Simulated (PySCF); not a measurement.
Vertical excitations of a molecule C5H9N from TDDFT-PBE/def2-SVPD (PySCF), as energy in eV (oscillator strength): 4.22 (0.051), 5.26 (0.005), 5.68 (0.030), 6.05 (0.019), 6.23 (0.168), 6.55 (0.034), 6.63 (0.100), 6.88 (0.003), 6.93 (0.032), 7.12 (0.030). Lowest triplet (TDA): 3.39 eV. Geometry optimised at B3LYP-D3(BJ)/def2-SVP. Other conformers were not sampled.

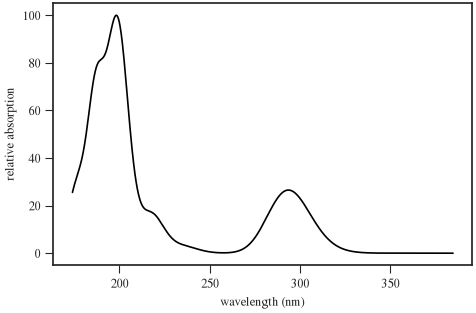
The lines broadened by 0.4 eV.

Task: Which molecule gave these data?
A. C=CN=C(C)C
B. C/C=C/C=N/C
C. C=C=CCNC
D. C=C(C)/N=C/C

Result: D, C=C(C)/N=C/C
